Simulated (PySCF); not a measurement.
```yaml
atoms:
  - { symbol: C, position_ang: [-3.4157, -0.4443, -0.0109] }
  - { symbol: C, position_ang: [-2.4476, 0.4576, -0.0350] }
  - { symbol: Si, position_ang: [-1.0993, 0.5693, -1.3446] }
  - { symbol: C, position_ang: [0.5638, 0.2533, -0.5398] }
  - { symbol: C, position_ang: [0.7179, -0.1870, 0.7022] }
  - { symbol: O, position_ang: [1.8788, -0.4302, 1.3298] }
  - { symbol: Si, position_ang: [3.4386, -0.3116, 0.8774] }
  - { symbol: H, position_ang: [-3.5012, -1.2011, -0.7741] }
  - { symbol: H, position_ang: [-4.1684, -0.4750, 0.7633] }
  - { symbol: H, position_ang: [-2.4194, 1.1952, 0.7594] }
  - { symbol: H, position_ang: [-1.3463, -0.4165, -2.4053] }
  - { symbol: H, position_ang: [-1.1027, 1.9218, -1.9244] }
  - { symbol: H, position_ang: [1.4601, 0.4355, -1.1186] }
  - { symbol: H, position_ang: [-0.1333, -0.3948, 1.3421] }
  - { symbol: H, position_ang: [3.7730, 1.0611, 0.4928] }
  - { symbol: H, position_ang: [3.7271, -1.2062, -0.2453] }
  - { symbol: H, position_ang: [4.0676, -0.7260, 2.1209] }
```

Geometry: GFN2-xTB.

These are results of PySCF 2.14.0, KT3/pcSseg-1, SCF density, gas phase, non-relativistic, not measurements.

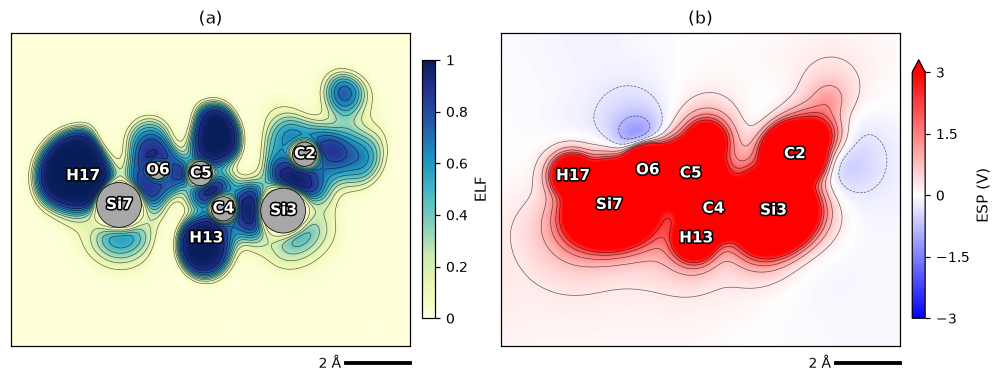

C4H10OSi2 (SMILES C=C[SiH2]/C=C/O[SiH3]). (a) ELF; (b) molecular electrostatic potential on the plane of atoms C2, Si3 and C4. Grey discs cover the atomic cores in the ELF map.

### What do the fields say about this system?

Atoms in the plane: C, Si, O and H.
C–C (1.33 Å): the ELF peaks at about 0.95 between the atoms; a multiple bond.
C–O (1.34 Å): the ELF peaks at about 0.85 between the atoms; a shared but strongly polarised pair.
Si–O (1.63 Å): the ELF peaks at about 0.85 between the atoms: a polar covalent bond.
C–Si (1.87 Å): the ELF peaks at about 0.95 between the atoms: localised, covalent bonding.
C–H (1.08 Å): the ELF climbs to about 1 towards the hydrogen, as it does in any bond to H; a covalent bond by its length.
The ELF also peaks beside O6, away from the bonds: lone-pair regions.
Outside the dense part of the molecule the potential is most negative (−1.2 V) near O6.
